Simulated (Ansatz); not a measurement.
Input

```
crystal:
  periodic: [false, false, false]
  atoms:
    - {symbol: Si, position_ang: [-0.862991, 0.956638, -0.511014]}
    - {symbol: H, position_ang: [0.150690, -0.865489, 2.454321]}
    - {symbol: H, position_ang: [-1.432564, 1.736015, -1.630117]}
    - {symbol: H, position_ang: [-1.727953, -0.140911, -0.050280]}
    - {symbol: Cl, position_ang: [-0.526851, 2.271104, 1.017400]}
    - {symbol: H, position_ang: [0.982516, -1.365741, -0.604993]}
    - {symbol: O, position_ang: [0.549333, 0.235341, -0.975223]}
    - {symbol: H, position_ang: [0.417986, -1.366099, 1.967921]}
    - {symbol: F, position_ang: [1.186657, -2.249804, -0.368235]}
    - {symbol: H, position_ang: [1.263376, 0.788945, -1.299581]}
basis:
  gaussian: {orbitals: def2-TZVPP}
hamiltonian: {xc: pbe0, dispersion: d4}
output: {orbitals: {seedname: orbitals}}
```

Command:

```sh
ansatz run in.yaml --threads 4 --pin off --events-out ev --progress --plain --max-ram 9574MiB
```

The product side of a reaction path; geometry: PBE0-D4/def2-TZVP.

Method: Ansatz 0.2.0, RKS PBE0-D4/def2-TZVPP.

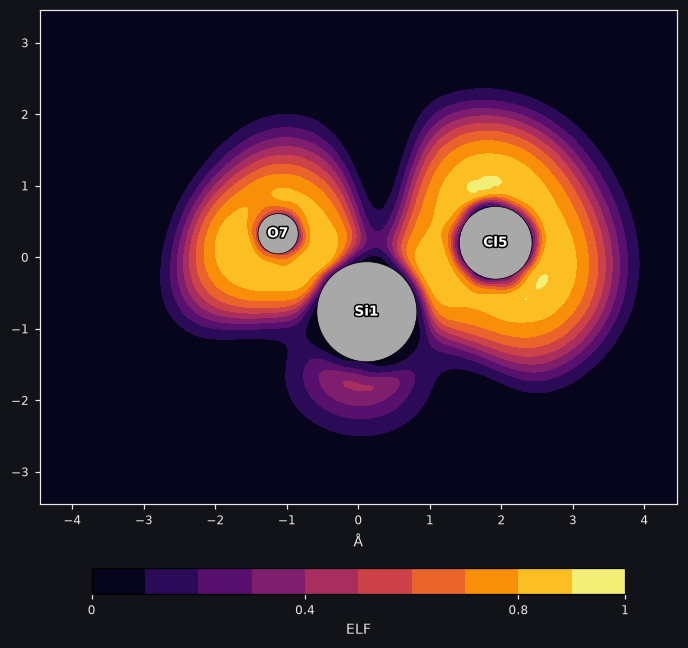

ClH3OSi···H2···HF. Electron localisation function on the plane of atoms Cl5, Si1 and O7. Grey discs cover the atomic cores.

Question: Read the bonding off the picture.

Answer:
- Atoms in the plane: Si, Cl and O.
- Si–O (1.65 Å): the ELF peaks at about 0.90 between the atoms; a polar covalent bond.
- Si–Cl (2.04 Å): the ELF peaks at about 0.85 between the atoms; a shared but strongly polarised pair.
- The ELF also peaks beside Cl5 and O7, away from the bonds: lone-pair regions.
